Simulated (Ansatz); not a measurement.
# One shape, several levels: SiH2 (SMILES [H][Si][H])

Aim: a comparison of 6 runs (B2PLYP/3-21G, HSE06/3-21G, PBE0/cc-pVDZ, UB3LYP/cc-pVDZ, CCSDT(Q)/cc-pVDZ, CCSD(T)/cc-pVDZ) of SiH2. 

The calculation is run with Ansatz 0.2.0.

61 further runs of the same task are left out: 61 set aside as unsound or not needed.

## Step 1: Starting point

SiH2: 3 atoms, total charge 0, spin state singlet. SMILES: `[H][Si][H]`. The H3–Si1 distance was set to 2.970 Å, away from the relaxed value. At this shape a bond of the SMILES string is far longer than usual.

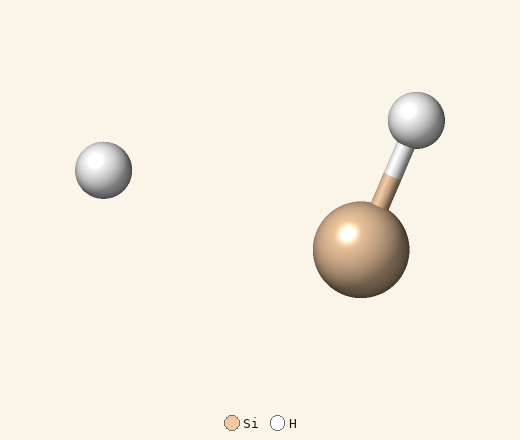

The structure, seen from a chosen angle (silicon light orange, hydrogen white).

## Step 2: The energy at B2PLYP/3-21G (run 1)

File molecule.yaml:

```yaml
crystal:
  periodic: [false, false, false]
  atoms:
    - {symbol: Si, position_ang: [1.125860, -0.044489, -1.629664]}
    - {symbol: H, position_ang: [2.230870, -0.056339, -0.636554]}
    - {symbol: H, position_ang: [-1.115450, 0.028170, 0.318290]}
basis:
  gaussian:
    orbitals: 3-21G.json
hamiltonian:
  xc: {name: B2PLYP}
correlation:
  frozen_orbitals: {H: 0, Si: 5}
accuracy: high
```

The basis set 3-21G is read from a file made from the Basis Set Exchange's data (not shown).

Command:

```
$ ansatz run molecule.yaml --threads 1 --pin off --max-ram 2610MiB --events-out events.jsonl --progress --plain --runs-dir runs
```

The program printed:

```text
Warning: RAYON_NUM_THREADS=1 ignored (pool sized by the plan → 1); use --threads N
Functional definition: B2PLYP
  name "B2PLYP"
  parameter a = 0.53
  parameter c = 0.27
  exchange = (1 - a)*b88_x + a*exact_x
  correlation = (1 - c)*lyp_c + c*(mp2_os + mp2_ss)
324 factors; integrals over basis functions are off by at most 3.3e-9 eV
mean field evaluation 1: about -7856.5706 eV, gradient 1.3e1 eV
mean field evaluation 2: about -7856.5678 eV, gradient 1.3e1 eV
mean field evaluation 4: about -7858.1220 eV, gradient 7.3e-1 eV
mean field evaluation 8: about -7858.1267 eV, gradient 8.7e-3 eV
mean field evaluation 16: about -7858.1267 eV, gradient 1.5e-7 eV
mean field -7858.12670542 eV, -288.7808299947 hartree, gradient 4.3e-8 eV, S^2 0.000000; 0 other end points of the search recorded, 0 dependent functions left out; unrestricted orbitals would lower it
5 core orbitals not correlated: weight in the atoms' cores, before any rotation towards them, 1.000 or more for the frozen orbitals, at most 0.000 for the correlated occupied ones
reference -7858.12672362 eV, -288.7808306635 hartree; 3, 3 occupied and 9, 9 virtual orbitals, 324 factors
second order -2.77590265 eV of doubles, -0.00000000 eV of singles
Total energy: -7858.87621734 eV, -288.8083740496 hartree
```

Run time: 0.73 s. Hardware: 1 thread of Arm Neoverse V1, shared host.

## Step 3: The energy at HSE06/3-21G (run 2)

File in.yaml:

```yaml
crystal:
  periodic: [false, false, false]
  atoms:
    - symbol: Si
      position_ang: [1.125860, -0.044489, -1.629664]
    - symbol: H
      position_ang: [2.230870, -0.056339, -0.636554]
    - symbol: H
      position_ang: [-1.115450, 0.028170, 0.318290]
basis:
  gaussian:
    orbitals: 3-21G.json
hamiltonian:
  xc: {name: HSE06}
accuracy: high
```

The basis set 3-21G is read from a file made from the Basis Set Exchange's data (not shown).

Command:

```
$ ansatz run in.yaml --threads 1 --pin off --max-ram 2610MiB --events-out events.jsonl --progress --plain --runs-dir runs
```

The program printed:

```text
Warning: RAYON_NUM_THREADS=1 ignored (pool sized by the plan → 1); use --threads N
Functional definition: HSE06
  name "HSE06"
  parameter a = 0.25
  parameter omega = 0.11/bohr
  exchange = pbe_x - a*pbe_x_sr(omega) + a*exact_x_sr(omega)
  correlation = pbe_c
324 factors; integrals over basis functions are off by at most 3.3e-9 eV
65 factors; integrals over basis functions are off by at most 2.0e-9 eV
mean field evaluation 1: about -7857.4476 eV, gradient 1.4e1 eV
mean field evaluation 2: about -7850.3828 eV, gradient 2.4e1 eV
mean field evaluation 4: about -7858.8057 eV, gradient 4.9e0 eV
mean field evaluation 8: about -7858.9870 eV, gradient 2.5e-2 eV
mean field evaluation 16: about -7858.9824 eV, gradient 3.0e-6 eV
mean field -7858.98241628 eV, -288.8122767887 hartree, gradient 5.3e-8 eV, S^2 0.000000; 0 other end points of the search recorded, 0 dependent functions left out
reference -7858.98241842 eV, -288.8122768674 hartree; 8, 8 occupied and 9, 9 virtual orbitals, 324 factors
Total energy: -7858.98241842 eV, -288.8122768674 hartree
```

It took 0.67 s on 1 thread of Arm Neoverse V1, shared host.

## Step 4: A single-point energy at PBE0/cc-pVDZ (run 3)

File job.yaml:

```yaml
crystal:
  periodic: [false, false, false]
  atoms:
    - symbol: Si
      position_ang: [1.125860, -0.044489, -1.629664]
    - symbol: H
      position_ang: [2.230870, -0.056339, -0.636554]
    - symbol: H
      position_ang: [-1.115450, 0.028170, 0.318290]
basis:
  gaussian: {orbitals: cc-pVDZ}
hamiltonian: {xc: {name: PBE0}}
accuracy: high
```

Command:

```
$ ansatz run job.yaml --threads 1 --pin off --max-ram 2610MiB --events-out events.jsonl --progress --plain --runs-dir runs
```

The program printed:

```text
Warning: RAYON_NUM_THREADS=1 ignored (pool sized by the plan → 1); use --threads N
Functional definition: PBE0
  name "PBE0"
[... 1 set-up line as earlier in the session ...]
  parameter kappa = 0.804
  parameter beta = 0.06672455060314922
  exchange = (1 - a)*pbe_x(kappa = kappa, mu = beta*pi^2/3) + a*exact_x
  correlation = pbe_c(beta = beta)
525 factors; integrals over basis functions are off by at most 3.3e-9 eV
mean field evaluation 1: about -7899.0976 eV, gradient 1.5e1 eV
mean field evaluation 2: about -7892.3727 eV, gradient 2.6e1 eV
mean field evaluation 4: about -7900.9797 eV, gradient 1.6e0 eV
mean field evaluation 8: about -7900.9934 eV, gradient 1.2e-1 eV
mean field evaluation 16: about -7900.9935 eV, gradient 6.0e-7 eV
mean field -7900.99349539 eV, -290.3561554699 hartree, gradient 3.9e-8 eV, S^2 0.000000; 0 other end points of the search recorded, 0 dependent functions left out
reference -7900.99349730 eV, -290.3561555400 hartree; 8, 8 occupied and 20, 20 virtual orbitals, 525 factors
Total energy: -7900.99349730 eV, -290.3561555400 hartree
```

Run time: 0.85 s. Hardware: 1 thread of Arm Neoverse V1, shared host.

Runs 4 to 5 aren't shown in full; the table further down has their settings and results.

## Step 5: The energy at CCSD(T)/cc-pVDZ (run 6)

File molecule.yaml:

```yaml
crystal:
  periodic: [false, false, false]
  atoms:
    - symbol: Si
      position_ang: [1.125860, -0.044489, -1.629664]
    - symbol: H
      position_ang: [2.230870, -0.056339, -0.636554]
    - symbol: H
      position_ang: [-1.115450, 0.028170, 0.318290]
basis:
  gaussian:
    orbitals: cc-pVDZ
correlation:
  method: ccsd_t
  frozen_orbitals: {H: 0, Si: 5}
accuracy: high
scf:
  omitted_lower_state_checks: [cluster_reference, increment]
```

Command:

```
$ ansatz run molecule.yaml --threads 1 --pin off --max-ram 2610MiB --events-out events.jsonl --progress --plain --runs-dir runs
```

The program printed, shortened:

```text
Warning: RAYON_NUM_THREADS=1 ignored (pool sized by the plan → 1); use --threads N
Functional definition: HF
  name "HF"
[...]
525 factors; integrals over basis functions are off by at most 3.3e-9 eV
[...]
mean field -7887.97412669 eV, -289.8777024948 hartree, gradient 5.4e-8 eV, S^2 0.000000; 1 other end points of the search recorded, 0 dependent functions left out; unrestricted orbitals would lower it
5 core orbitals not correlated: weight in the atoms' cores, before any rotation towards them, 1.000 or more for the frozen orbitals, at most 0.000 for the correlated occupied ones
reference -7887.97412669 eV, -289.8777024948 hartree; 3, 3 occupied and 20, 20 virtual orbitals, 525 factors
second order -2.71710768 eV of doubles, -0.00000000 eV of singles
cycle   1  -3.31726646 eV  change   -7.0e-1 eV  update   1.3e-1
[...]
cycle  27  -4.07979650 eV  change   3.8e-10 eV  update  2.2e-10
perturbative correction -0.21531253 eV, -0.0079125895 hartree
WARN: these amplitudes may be one of several solutions (largest doubles amplitude 0.44, level shift 0.69 eV)
Total energy: -7892.26923572 eV, -290.0355448405 hartree
Checks for a lower state left out: cluster_reference, increment
```

Wall time 0.43 s (1 thread of Arm Neoverse V1, shared host).

## Step 6: The series

| run | level | frozen core orbitals | energy (Eh) | wall time |
| --- | --- | --- | --- | --- |
| 1 | B2PLYP/3-21G | 5 | -288.808374 | 0.73 s |
| 2 | HSE06/3-21G | – | -288.812277 | 0.67 s |
| 3 | PBE0/cc-pVDZ | – | -290.356156 | 0.85 s |
| 4 | UB3LYP/cc-pVDZ | – | -290.522859 | 4.2 s |
| 5 | CCSDT(Q)/cc-pVDZ | 5 | -290.036147 | 1 s |
| 6 | CCSD(T)/cc-pVDZ | 5 | -290.035545 | 0.43 s |

## Step 7: Summary of results

| quantity | value |
| --- | --- |
| run 6: total energy | -290.03554 Eh |
| run 6: correlation energy (5 core orbitals frozen) | -157.8 mEh |
| run 6: (T) correction | -7.91 mEh |
| run 6: T1 diagnostic | 0.067 |

**Reading.** Totals of different functionals can't be ranked against each other. In run 6 the T1 diagnostic is large, so a single reference may not serve. In runs 1, 5, 6 the log says that unrestricted orbitals would lower the reference, so the values rest on an unstable closed-shell determinant (other closed-shell runs at this shape may share the fault). In runs 1, 2, 3, 6 a closed-shell determinant meets a far-stretched bond, which it describes badly. Spin contamination of the reference: run 4 ⟨S²⟩ = 0.59. All runs together took 7.9 s, the longest 4.2 s.
